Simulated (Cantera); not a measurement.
Charge: 1 mol Nb, 0.044 mol H2O, held at 1.50 mbar.

Equilibrium computed with Cantera from the NASA thermochemical tables; the gas is ideal and each condensed phase is pure. Candidate condensed phases: H2O, Nb, NbO, NbO2, Nb2O5; 12 gas species. Mutual solubility and eutectic melting of coexisting phases are not modelled. NbO: taken at fixed stoichiometry. Condensed phases not in the tables: N, O or C dissolved in the metal. Equilibrium is a limit: real reactors are often held back by kinetics, nucleation or transport.

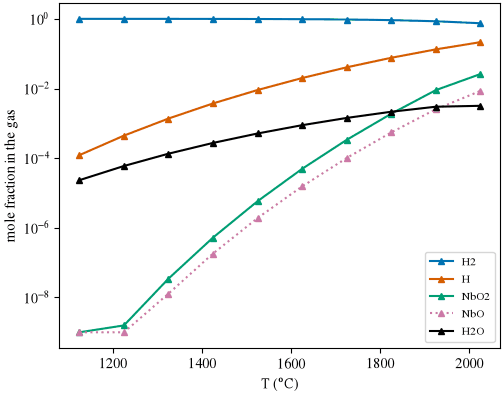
Fig. 1. Equilibrium gas composition (values under 1e-9 drawn at 1e-9)

From 1125 °C to 1925 °C the condensed part is Nb(s) + NbO(s). At 2025 °C the condensed part is Nb(s) + NbO(l).
